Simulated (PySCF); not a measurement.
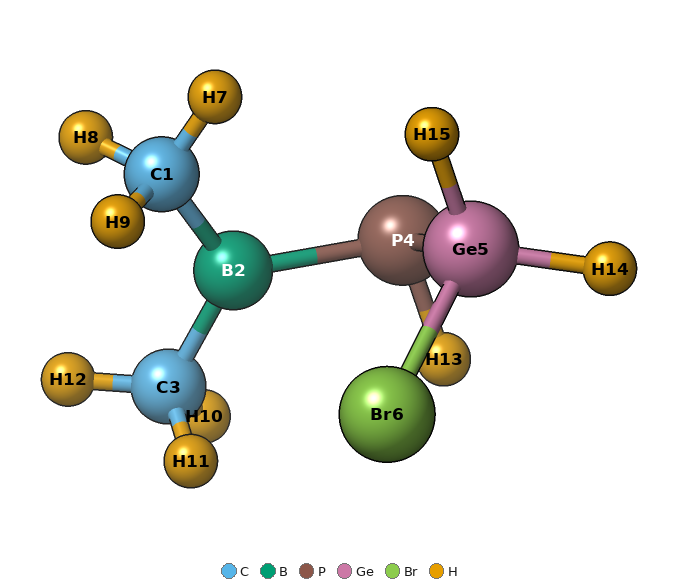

The computed structure is the end point of a PBE0-D3(BJ)/def2-SVP optimisation. No frequency run is at hand to confirm it as a minimum. Properties computed with delta-SCF UKS SCAN, pcX-2 on the ionised atom, pcseg-1 elsewhere, spin-free X2C (PySCF 2.14.0).

Give the core-electron binding energies (to vacuum; p and d levels without spin–orbit splitting) of C1 1s, B2 1s, P4 1s, P4 2p.

```json
{"atom": "C1", "level": "1s", "binding energy (eV)": "290.1"}
{"atom": "B2", "level": "1s", "binding energy (eV)": "195.5"}
{"atom": "P4", "level": "1s", "binding energy (eV)": "2149.3"}
{"atom": "P4", "level": "2p", "binding energy (eV)": "136.1"}
```
